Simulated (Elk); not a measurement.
# Magnetic state of CrIr3 from several starts, part 2 of 3

Wanted: the moments of CrIr3 and the energy of each order that was tried.

Elk 11.2.3 (patched build); LDA (Perdew-Wang); all-electron APW+lo, Dirac cores, scalar-relativistic bands.

So far, largest spin moment in the muffin-tin sphere (μB): step 2 (run 1 (ferro +)) 1.45.

**3. Run 2 (antiferro q=(1/2,1/2,1/2) +-)**

Another pattern of signs weighs the neighbour shells otherwise.

The cell is doubled to 8 atoms to hold this order. Its mesh is chosen so that both cells sample the same points.

elk.in reads:

```
tasks
  0

xctype
  3

rgkmax
  7.0

nempty
  8

swidth
  0.003

reducebf
  0.5

epsengy
  1e-05

maxscl
  100

lmaxi
  2

spinpol
  .true.

sppath
  './'

avec
  14.41535022565 0.00000000000 0.00000000000
  7.20767511283 7.20767511283 0.00000000000
  7.20767511283 0.00000000000 7.20767511283

atoms
  2
  'Cr.in'
  2
  0.0000000000 0.0000000000 0.0000000000   0.000000 0.000000 -0.187500
  0.5000000000 0.0000000000 0.0000000000   0.000000 0.000000 0.187500
  'Ir.in'
  6
  0.5000000000 0.5000000000 0.5000000000   0.000000 0.000000 0.000000
  0.0000000000 0.5000000000 0.5000000000   0.000000 0.000000 0.000000
  0.0000000000 0.5000000000 0.0000000000   0.000000 0.000000 0.000000
  0.5000000000 0.5000000000 0.0000000000   0.000000 0.000000 0.000000
  0.0000000000 0.0000000000 0.5000000000   0.000000 0.000000 0.000000
  0.5000000000 0.0000000000 0.5000000000   0.000000 0.000000 0.000000

ngridk
  3 6 6
```

Started as:

```console
> OMP_NUM_THREADS=4 elk
```

Numbers of over 12 decimals in the logs are rounded to 6 here.

What it wrote:

```text
Warning(init1): few empty states an atom for a second variation :    8.000000000
 they are its basis, with spin, DFT+U, afieldc (12 by default), in Hartree-Fock and RDMFT; 30 and more for pressures
Warning(gndstate): core states of species 2 leak from the muffin-tin :   0.9984343715E-03

--- INFO.OUT ---
┌─────────────────────────┐
│ Elk code version 11.2.3 │
└─────────────────────────┘

All units are atomic (Hartree, Bohr, etc.)

┌─────────────────────────────────────────────────┐
│ Ground-state run starting from atomic densities │
└─────────────────────────────────────────────────┘

Lattice vectors :
   14.41535023       0.000000000       0.000000000
   7.207675113       7.207675113       0.000000000
   7.207675113       0.000000000       7.207675113

Species : 1 (Cr)
 parameters loaded from : Cr.in
 name : chromium
 nuclear charge    :   -24.00000000
 electronic charge :    24.00000000
 atomic mass :    94783.09202
 muffin-tin radius :    2.400000000
 number of radial points in muffin-tin :    497
 inner part over the whole radius :   0.9857795597E-02
 number on inner part of muffin-tin    :    350
 approximate nuclear radius :   0.6987106690E-04
 number of mesh points to nuclear radius :    165
 atomic positions (lattice), magnetic fields (Cartesian) :
  1 :   0.00000000  0.00000000  0.00000000    0.00000000  0.00000000 -0.18750000
  2 :   0.50000000  0.00000000  0.00000000    0.00000000  0.00000000  0.18750000

Species : 2 (Ir)
 parameters loaded from : Ir.in
 name : iridium
 nuclear charge    :   -77.00000000
 electronic charge :    77.00000000
 atomic mass :    350390.1562
 muffin-tin radius :    2.523297974
 number of radial points in muffin-tin :    697
 inner part over the whole radius :   0.9909484149E-02
 number on inner part of muffin-tin    :    499
 approximate nuclear radius :   0.1024342351E-03
 number of mesh points to nuclear radius :    263
 atomic positions (lattice), magnetic fields (Cartesian) :
  1 :   0.50000000  0.50000000  0.50000000    0.00000000  0.00000000  0.00000000
  2 :   0.00000000  0.50000000  0.50000000    0.00000000  0.00000000  0.00000000
  3 :   0.00000000  0.50000000  0.00000000    0.00000000  0.00000000  0.00000000
  4 :   0.50000000  0.50000000  0.00000000    0.00000000  0.00000000  0.00000000
  5 :   0.00000000  0.00000000  0.50000000    0.00000000  0.00000000  0.00000000
  6 :   0.50000000  0.00000000  0.50000000    0.00000000  0.00000000  0.00000000

Total number of atoms per unit cell :    8
Total muffin-tin volume :    519.5922975
 ratio of muffin-tin to unit cell volume :   0.6938204578

Spin treatment :
 spin-polarised
 global magnetic field (Cartesian) :    0.000000000       0.000000000       0.000000000
 collinear magnetisation in z-direction

Number of Bravais lattice symmetries :   48
Number of crystal symmetries         :   96
Crystal has inversion symmetry
Real symmetric eigensolver will be used

k-point grid :      3     6     6
k-point offset :    0.000000000       0.000000000       0.000000000
k-point set is reduced with full crystal symmetry group
Total number of k-points :       10

Muffin-tin radius times maximum |G+k| :    7.000000000
 using average radius
Maximum |G+k| for APW functions       :    2.808455157
Maximum (1/2)|G+k|²                   :    3.943710183
Maximum |G| for potential and density :    12.00000000
Constant for pseudocharge density :    8
 order of it for each species :   15  15
 order of it for pair densities of each species (exact exchange by exxq0 0: 15) :    9  10
Radial integration step length :    1

G-vector grid sizes :     56    40    40
Number of G-vectors :    22075

Maximum angular momentum used for
 APW functions            :    8
 outer part of muffin-tin :    6
 inner part of muffin-tin :    2

Number of empty states         :     64
Total number of valence states :    332
Total number of core states    :    308

Third-order local-orbitals added for an l without core states : T
Total number of local-orbitals :    274

Exchange-correlation functional :      3     0     0
 Perdew-Wang/Ceperley-Alder, Phys. Rev. B 45, 13244 (1992)
 gradient requirement :    0
 local density approximation (LDA)

Smearing type :    3
 Fermi-Dirac
Smearing width :   0.3000000000E-02
Effective electronic temperature (K) :    947.3250744

Mixing type :    3
 Broyden mixing, J. Phys. A: Math. Gen. 17, L317 (1984)

Kohn-Sham potential initialised from atomic data

┌──────────────────────────────┐
│ Self-consistent loop started │
└──────────────────────────────┘

┌─────────────────┐
│ Loop number : 1 │
└─────────────────┘

Energies :
 Fermi                       :     0.308524
 sum of occupied eigenvalues :     -66978.688523614
 electron kinetic            :      124113.65514544
 core electron kinetic       :      119327.38460294
 Coulomb                     :     -231173.10833877
 Coulomb potential           :     -188154.39738105
 nuclear-nuclear             :     -10999.790088593
 electron-nuclear            :     -252490.30971950
 Hartree                     :      32316.991469321
 Madelung                    :     -137095.90964824
 xc potential                :     -2937.9135801717
 xc effective B-field        :    -0.65977695087075E-02
 external B-field            :      0.000000
 exchange                    :     -2073.7974836620
 correlation                 :     -52.209952129206
 electron entropic           :    -0.30573004137014E-02
 total energy                :     -109185.46368642
 (external B-field energy excluded from total)

Density of states at Fermi energy :    106.4976595
 (states/Hartree/unit cell)

Estimated indirect band gap :   0.2876644421E-02
 from k-point 3 to k-point 9
Estimated direct band gap   :   0.1344187108E-01
 at k-point 5

Charges :
 core                        :    308.0000000
 valence                     :    202.0000000
 interstitial                :    10.84633868
 muffin-tins (core leakage)
  species : 1 (Cr)
   atom 1                    :    20.26433567     ( -0.3576938553E-05)
   atom 2                    :    20.26433567     ( -0.3576938553E-05)
  species : 2 (Ir)
   atom 1                    :    76.43749833     (  0.1080547208E-02)
   atom 2                    :    76.43749833     (  0.1080547208E-02)
   atom 3                    :    76.43749833     (  0.1080547208E-02)
   atom 4                    :    76.43749833     (  0.1080547208E-02)
   atom 5                    :    76.43749833     (  0.1080547208E-02)
   atom 6                    :    76.43749833     (  0.1080547208E-02)
 total in muffin-tins        :    499.1536613
 total calculated charge     :    509.9889668
 total charge                :    510.0000000
 error                       :   0.1103320262E-01

Moments :
 interstitial                :  -0.1834789449E-17
 muffin-tins
  species : 1 (Cr)
   atom 1                    :   0.4197463906
   atom 2                    :  -0.4197463906
  species : 2 (Ir)
   atom 1                    :  -0.5667303905E-21
   atom 2                    :  -0.5667303905E-21
   atom 3                    :  -0.5667303905E-21
   atom 4                    :  -0.5667303905E-21
   atom 5                    :  -0.5667303905E-21
   atom 6                    :  -0.5667303905E-21
 total in muffin-tins        :  -0.3400382343E-20
 total moment                :  -0.1838189831E-17

[... earlier loops left out ...]

┌──────────────────┐
│ Loop number : 29 │
└──────────────────┘

Energies :
 Fermi                       :     0.447998
 sum of occupied eigenvalues :     -66916.904958134
 electron kinetic            :      124142.83665430
 core electron kinetic       :      119337.06700686
 Coulomb                     :     -231201.30165424
 Coulomb potential           :     -188235.45378083
 nuclear-nuclear             :     -10999.790088593
 electron-nuclear            :     -252464.84102719
 Hartree                     :      32263.329461540
 Madelung                    :     -137083.57476383
 xc potential                :     -2824.2427536547
 xc effective B-field        :    -0.45077777896610E-01
 external B-field            :      0.000000
 exchange                    :     -2075.5483124858
 correlation                 :     -52.253783873642
 electron entropic           :    -0.76795915809165E-02
 total energy                :     -109186.27477589
 (external B-field energy excluded from total)

Density of states at Fermi energy :    271.8290904
 (states/Hartree/unit cell)

Estimated indirect band gap :   0.1481241609E-02
 from k-point 7 to k-point 7
Estimated direct band gap   :   0.1481241609E-02
 at k-point 7

Charges :
 core                        :    308.0000000
 valence                     :    202.0000000
 interstitial                :    10.25105691
 muffin-tins (core leakage)
  species : 1 (Cr)
   atom 1                    :    22.86911302     ( -0.3576940129E-05)
   atom 2                    :    22.86911302     ( -0.3576940129E-05)
  species : 2 (Ir)
   atom 1                    :    75.66845284     (  0.9984343715E-03)
   atom 2                    :    75.66845284     (  0.9984343715E-03)
   atom 3                    :    75.66845284     (  0.9984343715E-03)
   atom 4                    :    75.66845284     (  0.9984343715E-03)
   atom 5                    :    75.66845284     (  0.9984343715E-03)
   atom 6                    :    75.66845284     (  0.9984343715E-03)
 total in muffin-tins        :    499.7489431
 total calculated charge     :    509.9896974
 total charge                :    510.0000000
 error                       :   0.1030260237E-01

Moments :
 interstitial                :  -0.8683066530E-18
 muffin-tins
  species : 1 (Cr)
   atom 1                    :    1.142945208
   atom 2                    :   -1.142945208
  species : 2 (Ir)
   atom 1                    :   0.3084742500E-21
   atom 2                    :   0.3084742500E-21
   atom 3                    :   0.3084742500E-21
   atom 4                    :   0.3084742500E-21
   atom 5                    :   0.3084742500E-21
   atom 6                    :   0.3084742500E-21
 total in muffin-tins        :   0.1850845500E-20
 total moment                :  -0.8664558076E-18

┌──────────────────────────────┐
│ Self-consistent loop stopped │
└──────────────────────────────┘

Warning : core states of species 2 leak from the muffin-tin :   0.9984343715E-03

Wrote STATE.OUT
```

Run time: 4.5 min. Hardware: 4 threads of Arm Neoverse V1, shared host; peak memory 0.61 GiB; 15 min of CPU time.

Spin moment in the muffin-tin sphere by atom:

| atom | spin moment in the muffin-tin sphere (μB) |
| --- | --- |
| Cr1 | 1.14 |
| Cr2 | -1.14 |
| Ir3 | 0.00 |
| Ir4 | 0.00 |
| Ir5 | 0.00 |
| Ir6 | 0.00 |
| Ir7 | 0.00 |
| Ir8 | 0.00 |

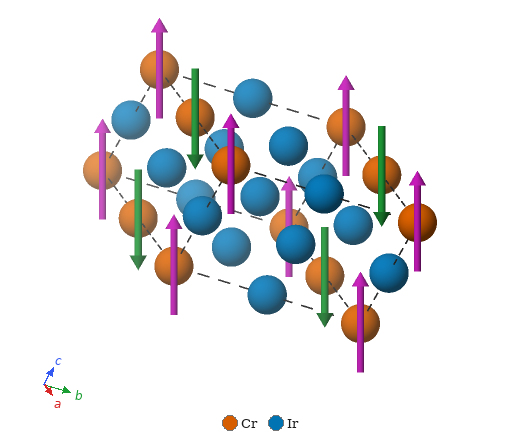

Spin moment in the muffin-tin sphere as arrows, the longest 1.14 μB. Up and down stand for the sign. Arrows give size and sign along the axis of quantisation, drawn up and down the page. The two directions have two colours. Some periodic images of atoms are drawn too.

Read from the output:

```
density of states at the Fermi level : 9.990 states/eV/cell
moment between the spheres           : 0 μB
magnetization                        : 0 μB
final state                          : antiferromagnetic
```

It lies 56.4 meV a seeded atom over the first start, and its largest moment is 1.14 μB against 1.45 μB.

**4. Order 3, typed as no spin polarisation**

A run without seeds gives the energy of the state without moments.

elk.in reads:

```
tasks
  0

xctype
  3

rgkmax
  7.0

nempty
  8

swidth
  0.003

epsengy
  1e-05

maxscl
  100

lmaxi
  2

sppath
  './'

avec
  7.20767511283 0.00000000000 0.00000000000
  0.00000000000 7.20767511283 0.00000000000
  0.00000000000 0.00000000000 7.20767511283

atoms
  2
  'Cr.in'
  1
  0.0000000000 0.0000000000 0.0000000000   0.000000 0.000000 0.000000
  'Ir.in'
  3
  0.0000000000 0.5000000000 0.5000000000   0.000000 0.000000 0.000000
  0.5000000000 0.5000000000 0.0000000000   0.000000 0.000000 0.000000
  0.5000000000 0.0000000000 0.5000000000   0.000000 0.000000 0.000000

ngridk
  6 6 6
```

Started as:

```console
> OMP_NUM_THREADS=4 elk
```

What it wrote:

```text
Warning(gndstate): core states of species 2 leak from the muffin-tin :   0.9976251583E-03

--- INFO.OUT ---
┌─────────────────────────┐
│ Elk code version 11.2.3 │
└─────────────────────────┘

All units are atomic (Hartree, Bohr, etc.)

┌─────────────────────────────────────────────────┐
│ Ground-state run starting from atomic densities │
└─────────────────────────────────────────────────┘

Lattice vectors :
   7.207675113       0.000000000       0.000000000
   0.000000000       7.207675113       0.000000000
[...]
species : 2 (Ir)
   atom 1                    :    75.66506171     (  0.9976251583E-03)
   atom 2                    :    75.66506171     (  0.9976251583E-03)
   atom 3                    :    75.66506171     (  0.9976251583E-03)
 total in muffin-tins        :    249.8679882
 total calculated charge     :    254.9951367
 total charge                :    255.0000000
 error                       :   0.4863325582E-02

┌──────────────────────────────┐
│ Self-consistent loop stopped │
└──────────────────────────────┘

Warning : core states of species 2 leak from the muffin-tin :   0.9976251583E-03

Wrote STATE.OUT

[key lines of the parts left out:]
total energy                :     -54593.136871702
```

Wall time 11 s (4 threads); peak memory 0.14 GiB; 38 s of CPU time.

Numbers from this step:

| Item | Value |
| --- | --- |
| density of states at the Fermi level | 4.498 states/eV/cell |
| final state | non-magnetic (no spin polarisation) |

It lies 70.5 meV a seeded atom over the first start.

**5. Ranking**

These are free energies at a smearing of 0.0816 eV, so its entropy term is in the differences. They are divided by the number of seeded atoms, so that cells of unlike size compare. Wavevectors q in the names are fractions of the reciprocal vectors of the first run's cell.

Orders:

| start | final state | typed order kept | energy over the lowest (meV a seeded atom) | largest sphere moment (μB) | net moment (μB a primitive cell) | DOS at the Fermi level (states/eV a primitive cell) | mesh matched | CPU time (s) |
| --- | --- | --- | --- | --- | --- | --- | --- | --- |
| ferro + | ferromagnetic | yes | 0 | 1.449 | 1.127 | 4.541 | yes | 295.2 |
| antiferro q=(1/2,1/2,1/2) +- | antiferromagnetic | yes | 56.42 | 1.143 | 0 | 4.995 | yes | 927.3 |
| no spin polarisation | non-magnetic | - | 70.47 | 0 | 0 | 4.498 | yes | 38 |

[end of part 2 of 3]

[Logs and program files are shortened in this print: banners, set-up blocks, solver, clock and traceback lines can be left out without a mark of their own.]

[Logs are printed without paths, hosts, clocks, repeated set-up lines and the standing remarks that a program may print on its own settings, such as how far it seeks lower states.]

[Hosts, paths, dates, database ids (printed as entryN), source tags and the programs' standing remarks are cut or masked in the printed files.]

[Where a cell is said to come from a database of computed structures, the database is the Materials Project.]
